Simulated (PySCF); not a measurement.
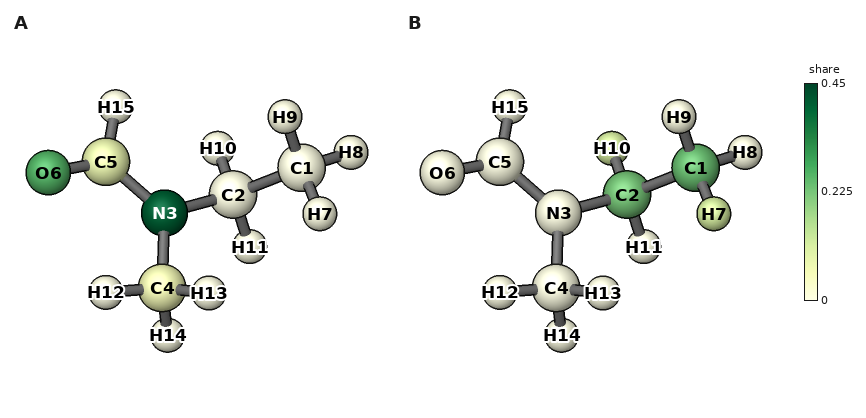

Each panel colours the atoms by their Löwdin share in one orbital (up to four of the largest shares; other atoms are shown as zero). Computed geometry: GFN2-xTB optimisation. No frequency run is at hand to confirm it as a minimum. Computed with ωB97X-D/def2-SVPD (PySCF 2.14.0).

The panels show the HOMO−2, HOMO, in some order. Which is which?

Answer. A: HOMO, −8.98 eV; N3 0.41, O6 0.26, C5 0.07, C4 0.06
B: HOMO−2, −12.25 eV; C1 0.24, C2 0.23, H7 0.11, H10 0.11
